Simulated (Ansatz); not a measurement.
# WH₃ (quartet): one geometry, many settings

Aim: run WH₃ (quartet) at one geometry under a spread of methods and options, and see what each costs and gives.

Computed with Ansatz 0.2.0, Gaussian basis. Level: the settings change from run to run.

29 further runs of the same task are left out: 3 for a known fault of the program, 12 that didn't finish, 14 set aside as unsound or not needed.

## (1) The system

The geometry is a PBE0/def2-TZVP stationary point (not a proven minimum). No spin-orbit coupling is included. Elements past krypton take def2 core potentials.

4 atoms, charge 0, spin multiplicity 4.

Atoms are counted from 1 here; the program's logs count them from 0.

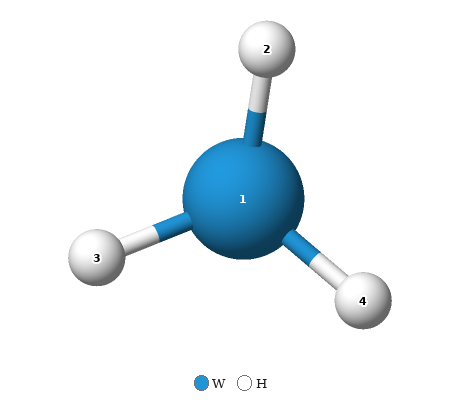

The geometry (tungsten blue, hydrogen white); atoms are numbered from 1 in the order of the file.

## (2) CASSCF(3,5)/def2-mTZVP

Contents of in.yaml:

```yaml
crystal:
  periodic: [false, false, false]
  atoms:
    - {symbol: W, position_ang: [0.000018, 0.000018, -0.007849]}
    - {symbol: H, position_ang: [1.638941, 0.014192, 0.481052]}
    - {symbol: H, position_ang: [-0.834382, 1.411605, 0.478453]}
    - {symbol: H, position_ang: [-0.807904, -1.429056, 0.472050]}
basis:
  gaussian: {orbitals: def2-mTZVP}
magnetization: {spin_polarized: false, initial_magnetization: 3}
hamiltonian: {pseudopotentials: {relativity: none}}
correlation: {active_space: {window: {electrons: 3, orbitals: 5}, states: [{multiplicity: 4, weights: [1, 1, 1]}], root: 0}}
scf: {lower_state_search: full}
```

On the command line:

```bash
ansatz run in.yaml --threads 1 --pin off --events-out ev --progress --plain --max-ram 2393MiB
```

Output:

```text
Functional definition: HF
  name "HF"
  cite "Fock, Z. Phys. 61, 126 (1930) doi:10.1007/BF01340294"
  parent pbe
  exchange = exact_x
  correlation = 0
868 factors; integrals over basis functions are off by at most 1.5e-7 eV
mean field evaluation 1: about -1849.3047 eV, gradient 1.1e1 eV
mean field evaluation 2: about -1849.6760 eV, gradient 1.1e1 eV
mean field evaluation 4: about -1850.7964 eV, gradient 2.0e0 eV
mean field evaluation 8: about -1850.8484 eV, gradient 3.4e-1 eV
mean field evaluation 16: about -1850.8505 eV, gradient 2.6e-5 eV
mean field evaluation 32: about -1846.6663 eV, gradient 1.9e0 eV
mean field evaluation 64: about -1848.0350 eV, gradient 4.8e0 eV
mean field evaluation 96: about -1832.9248 eV, gradient 3.1e1 eV
mean field evaluation 128: about -1850.3777 eV, gradient 6.3e0 eV
mean field -1850.85054468 eV, -68.0175029653 hartree, gradient 3.0e-6 eV, S^2 3.750000; 7 other end points of the search recorded, 0 dependent functions left out
reference -1850.85054468 eV, -68.0175029653 hartree; 10, 7 occupied and 35, 38 virtual orbitals, 868 factors
state -1850.79278361 eV, -68.0153802851 hartree
state -1848.99486192 eV, -67.9493078818 hartree
state -1848.91735623 eV, -67.9464596002 hartree
Total energy: -1850.79278361 eV, -68.0153802851 hartree
```

Run time: 6.5 s. Hardware: 1 thread of Intel Xeon at 2.50GHz, shared host.

From the report: 10 determinants; active occupations (of the averaged states) 0.96, 0.71, 0.67, 0.38, 0.29.

## (3) HF/def2-SVP

Contents of in.yaml:

```yaml
crystal:
  periodic: [false, false, false]
  atoms:
    - {symbol: W, position_ang: [0.000018, 0.000018, -0.007849]}
    - {symbol: H, position_ang: [1.638941, 0.014192, 0.481052]}
    - {symbol: H, position_ang: [-0.834382, 1.411605, 0.478453]}
    - {symbol: H, position_ang: [-0.807904, -1.429056, 0.472050]}
basis:
  gaussian: {orbitals: def2-SVP}
magnetization: {spin_polarized: false, initial_magnetization: 3}
hamiltonian: {xc: hf}
output: {orbitals: {seedname: orbitals}}
```

Launched as before.

Output:

```text
Functional definition: HF
  name "HF"
  cite "Fock, Z. Phys. 61, 126 (1930) doi:10.1007/BF01340294"
  parent pbe
  exchange = exact_x
  correlation = 0
479 factors; integrals over basis functions are off by at most 1.0e-3 eV
mean field evaluation 1: about -1849.9720 eV, gradient 1.2e1 eV
mean field evaluation 2: about -1849.9767 eV, gradient 1.2e1 eV
mean field evaluation 4: about -1851.1389 eV, gradient 1.7e0 eV
mean field evaluation 8: about -1851.1817 eV, gradient 8.3e-2 eV
mean field evaluation 16: about -1846.6594 eV, gradient 5.2e0 eV
mean field -1851.18196813 eV, -68.0296825527 hartree, gradient 1.3e-5 eV, S^2 3.750000; 0 other end points of the search recorded, 0 dependent functions left out
reference -1851.18196813 eV, -68.0296825527 hartree; 10, 7 occupied and 37, 40 virtual orbitals, 479 factors
Total energy: -1851.18196813 eV, -68.0296825527 hartree
```

It took 1.3 s on 1 thread of Intel Xeon at 2.50GHz, shared host.

## (4) HF/def2-SVP

Edit in.yaml of step 3 so:

```diff
@@ -11,2 +11,2 @@
 hamiltonian: {xc: hf}
-output: {orbitals: {seedname: orbitals}}
+output: {forces: true, orbitals: {seedname: orbitals}}
```

Launched as before.

Output (excerpt; [...] marks lines left out):

```text
Functional definition: HF
  name "HF"
  cite "Fock, Z. Phys. 61, 126 (1930) doi:10.1007/BF01340294"
  parent pbe
[...]
479 factors; integrals over basis functions are off by at most 1.0e-3 eV
[...]
mean field -1851.18196813 eV, -68.0296825527 hartree, gradient 1.3e-5 eV, S^2 3.750000; 0 other end points of the search recorded, 0 dependent functions left out
[...]
reference -1851.18196813 eV, -68.0296825527 hartree; 10, 7 occupied and 37, 40 virtual orbitals, 479 factors
Total energy: -1851.18196813 eV, -68.0296825527 hartree
Atom 0 at     0.000018     0.000018    -0.007849 Å, force     0.000016     0.000007    -0.003096 eV/Å
Atom 1 at     1.638941     0.014192     0.481052 Å, force     0.316819     0.002949     0.001778 eV/Å
Atom 2 at    -0.834382     1.411605     0.478453 Å, force    -0.160975     0.272903     0.001278 eV/Å
Atom 3 at    -0.807904    -1.429056     0.472050 Å, force    -0.155860    -0.275859     0.000041 eV/Å
Dipole moment:     0.001210     0.001179    -0.517998 e Å
```

Run time: 1.6 s. Hardware: 1 thread of Intel Xeon at 2.50GHz, shared host.

## (5) MP2 on UHF/def2-SVP

Edit in.yaml of step 4 so:

```diff
@@ -9,4 +9,3 @@
   gaussian: {orbitals: def2-SVP}
-magnetization: {spin_polarized: false, initial_magnetization: 3}
-hamiltonian: {xc: hf}
-output: {forces: true, orbitals: {seedname: orbitals}}
+magnetization: {spin_polarized: true, initial_magnetization: 3}
+correlation: {method: mp2, electrons: outside_noble_gas}
```

The command is unchanged.

Output:

```text
Functional definition: HF
  name "HF"
  cite "Fock, Z. Phys. 61, 126 (1930) doi:10.1007/BF01340294"
  parent pbe
  exchange = exact_x
  correlation = 0
479 factors; integrals over basis functions are off by at most 1.0e-3 eV
mean field evaluation 1: about -1850.1801 eV, gradient 1.1e1 eV
mean field evaluation 2: about -1850.1847 eV, gradient 1.1e1 eV
mean field evaluation 4: about -1851.2985 eV, gradient 2.0e0 eV
mean field evaluation 8: about -1851.4232 eV, gradient 8.8e-2 eV
mean field evaluation 16: about -1849.2063 eV, gradient 5.5e0 eV
mean field -1851.42346098 eV, -68.0385572510 hartree, gradient 2.0e-6 eV, S^2 3.820226; 1 other end points of the search recorded, 0 dependent functions left out
4 core orbitals not correlated: weight in the atoms' cores, before any rotation towards them, 0.999 or more for the frozen orbitals, at most 0.001 for the correlated occupied ones
reference -1851.42346098 eV, -68.0385572510 hartree; 6, 3 occupied and 37, 40 virtual orbitals, 479 factors
second order -3.58737380 eV of doubles, -0.00000000 eV of singles
Total energy: -1855.01083477 eV, -68.1703908063 hartree
```

It took 1.6 s on 1 thread of Intel Xeon at 2.50GHz, shared host.

From the report: ⟨S²⟩ of the determinant 3.820 (pure quartet: 3.75).

## (6) MP2 on UHF/def2-SVP

Edit in.yaml of step 5 so:

```diff
@@ -10,2 +10,2 @@
 magnetization: {spin_polarized: true, initial_magnetization: 3}
-correlation: {method: mp2, electrons: outside_noble_gas}
+correlation: {method: mp2, electrons: valence}
```

The command is unchanged.

Output:

```text
Functional definition: HF
  name "HF"
  cite "Fock, Z. Phys. 61, 126 (1930) doi:10.1007/BF01340294"
  parent pbe
  exchange = exact_x
  correlation = 0
479 factors; integrals over basis functions are off by at most 1.0e-3 eV
mean field evaluation 1: about -1850.1801 eV, gradient 1.1e1 eV
mean field evaluation 2: about -1850.1847 eV, gradient 1.1e1 eV
mean field evaluation 4: about -1851.2985 eV, gradient 2.0e0 eV
mean field evaluation 8: about -1851.4232 eV, gradient 8.8e-2 eV
mean field evaluation 16: about -1849.2063 eV, gradient 5.5e0 eV
mean field -1851.42346098 eV, -68.0385572510 hartree, gradient 2.0e-6 eV, S^2 3.820226; 1 other end points of the search recorded, 0 dependent functions left out
reference -1851.42346098 eV, -68.0385572510 hartree; 10, 7 occupied and 37, 40 virtual orbitals, 479 factors
second order -7.10354753 eV of doubles, -0.00000000 eV of singles
Total energy: -1858.52700851 eV, -68.2996078077 hartree
```

Run time: 1.5 s. Hardware: 1 thread of Intel Xeon at 2.50GHz, shared host.

From the report: ⟨S²⟩ of the determinant 3.820 (pure quartet: 3.75).

## (7) CCSD(T) on ROHF/def2-TZVP

Edit in.yaml of step 6 so:

```diff
@@ -8,4 +8,5 @@
 basis:
-  gaussian: {orbitals: def2-SVP}
-magnetization: {spin_polarized: true, initial_magnetization: 3}
-correlation: {method: mp2, electrons: valence}
+  gaussian: {orbitals: def2-TZVP}
+magnetization: {spin_polarized: false, initial_magnetization: 3}
+hamiltonian: {pseudopotentials: {relativity: scalar}}
+correlation: {method: ccsd_t, electrons: outside_noble_gas}
```

The command is unchanged.

Output (excerpt; [...] marks lines left out):

```text
Functional definition: HF
  name "HF"
  cite "Fock, Z. Phys. 61, 126 (1930) doi:10.1007/BF01340294"
  parent pbe
[...]
525 factors; integrals over basis functions are off by at most 9.5e-4 eV
[...]
mean field -1851.71627494 eV, -68.0493179655 hartree, gradient 2.7e-6 eV, S^2 3.750000; 1 other end points of the search recorded, 0 dependent functions left out
[...]
determinant -1851.71627494 eV, -68.0493179655 hartree, with singles and doubles -1856.42991975 eV, -68.2225412176 hartree
determinant -1849.87467027 eV, -67.9816402424 hartree, with singles and doubles -1854.52615008 eV, -68.1525789726 hartree
4 core orbitals not correlated: weight in the atoms' cores, before any rotation towards them, 0.999 or more for the frozen orbitals, at most 0.000 for the correlated occupied ones
reference -1851.71627494 eV, -68.0493179655 hartree; 6, 3 occupied and 48, 51 virtual orbitals, 525 factors
second order -3.89692330 eV of doubles, -0.03801322 eV of singles
cycle   1  -4.68051085 eV  change   -1.3e-1 eV  update   2.2e-2
[...]
cycle  10  -4.70067499 eV  change   -1.9e-6 eV  update   8.8e-6
perturbative correction -0.13457997 eV, -0.0049457228 hartree
Total energy: -1856.55152990 eV, -68.2270103080 hartree
Relativity: scalar
```

Run time: 8.5 s. Hardware: 1 thread of Intel Xeon at 2.50GHz, shared host.

From the report: correlation -4.8353 eV; T1 0.040; largest double amplitude 0.03.

## (8) BCCD on UHF/def2-SVP

Contents of in.yaml:

```yaml
crystal:
  periodic: [false, false, false]
  atoms:
    - {symbol: W, position_ang: [0.000018, 0.000018, -0.007849]}
    - {symbol: H, position_ang: [1.638941, 0.014192, 0.481052]}
    - {symbol: H, position_ang: [-0.834382, 1.411605, 0.478453]}
    - {symbol: H, position_ang: [-0.807904, -1.429056, 0.472050]}
basis:
  gaussian: {orbitals: def2-SVP, point_charges: [{charge: -1.00, position_ang: [5.584, -0.924, -0.129]}]}
magnetization: {spin_polarized: true, initial_magnetization: 3}
correlation: {method: bccd, electrons: outside_noble_gas}
output: {forces: true}
```

The command is unchanged.

Output (excerpt; [...] marks lines left out):

```text
Functional definition: HF
  name "HF"
  cite "Fock, Z. Phys. 61, 126 (1930) doi:10.1007/BF01340294"
  parent pbe
[...]
479 factors; integrals over basis functions are off by at most 1.0e-3 eV
[...]
mean field -1851.41810265 eV, -68.0383603360 hartree, gradient 3.5e-6 eV, S^2 3.824883; 0 other end points of the search recorded, 0 dependent functions left out
4 core orbitals not correlated: weight in the atoms' cores, before any rotation towards them, 0.999 or more for the frozen orbitals, at most 0.001 for the correlated occupied ones
reference -1851.41810265 eV, -68.0383603360 hartree; 6, 3 occupied and 37, 40 virtual orbitals, 479 factors
second order -3.60300378 eV of doubles, -0.00000000 eV of singles
cycle   1  -4.07909409 eV  change   -4.8e-1 eV  update   8.0e-2
[...]
cycle  15  -4.34958197 eV  change   -3.0e-7 eV  update   9.1e-7
[...]
Total energy: -1855.76768462 eV, -68.1982045251 hartree
Atom 0 at     0.000018     0.000018    -0.007849 Å, force     0.467593    -0.075705    -0.045144 eV/Å
Atom 1 at     1.638941     0.014192     0.481052 Å, force    -0.132327     0.039352     0.025204 eV/Å
Atom 2 at    -0.834382     1.411605     0.478453 Å, force    -0.160861     0.203104     0.030573 eV/Å
Atom 3 at    -0.807904    -1.429056     0.472050 Å, force    -0.155388    -0.163769     0.026849 eV/Å
Dipole moment:     0.241012    -0.027512    -0.425639 e Å
```

It took 11 s on 1 thread of Intel Xeon at 2.50GHz, shared host.

From the report: ⟨S²⟩ of the determinant 3.825 (pure quartet: 3.75); correlation -4.3496 eV; largest double amplitude 0.03.

## (9) The runs in one table

```tsv
level	correlated	functions	energy (eV)	time
CASSCF(3,5)/def2-mTZVP (lowest root of an average)		45	-1850.7928	6.5 s
HF/def2-SVP		47	-1851.1820	1.3 s
HF/def2-SVP		47	-1851.1820	1.6 s
MP2 on UHF/def2-SVP	outside noble gas	47	-1855.0108	1.6 s
MP2 on UHF/def2-SVP	valence	47	-1858.5270	1.5 s
CCSD(T) on ROHF/def2-TZVP (relativity set)	outside noble gas	58	-1856.5515	8.5 s
BCCD on UHF/def2-SVP (beside a point charge)	outside noble gas	47	-1855.7677	11 s
```

## (10) Outcome

```
quantity                                               value
    runs                                                   7
quickest                                  HF/def2-SVP, 1.3 s
 slowest  BCCD on UHF/def2-SVP (beside a point charge), 11 s
```

Total energies in different bases, with other cores or another treatment of relativity can't be set against each other. BCCD on UHF/def2-SVP (beside a point charge) took 8 times as long as HF/def2-SVP; the jobs differ in more than the method.
